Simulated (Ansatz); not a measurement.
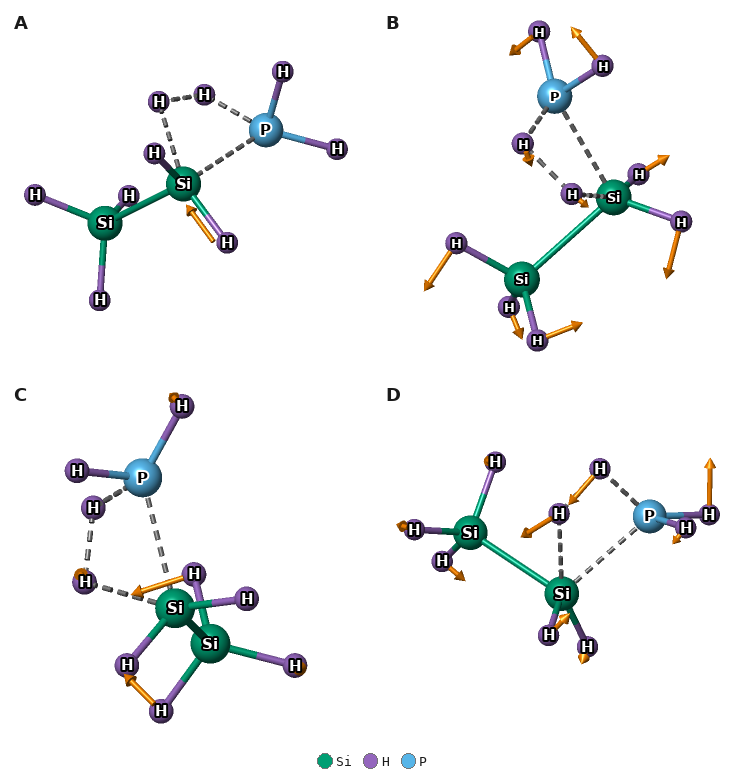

4 normal modes of one molecule or complex, as arrows. Broken sticks mark bonds that form or break. Harmonic vibrations computed with RKS PBE0-D4/def2-TZVP (Ansatz 0.2.0) at a stationary point of the same level. It is a saddle point of order 1.

> Match the panels to the wavenumbers 446 cm⁻¹, 648 cm⁻¹, 930 cm⁻¹, 2084 cm⁻¹.

A: 2084 cm⁻¹
B: 446 cm⁻¹
C: 930 cm⁻¹
D: 648 cm⁻¹
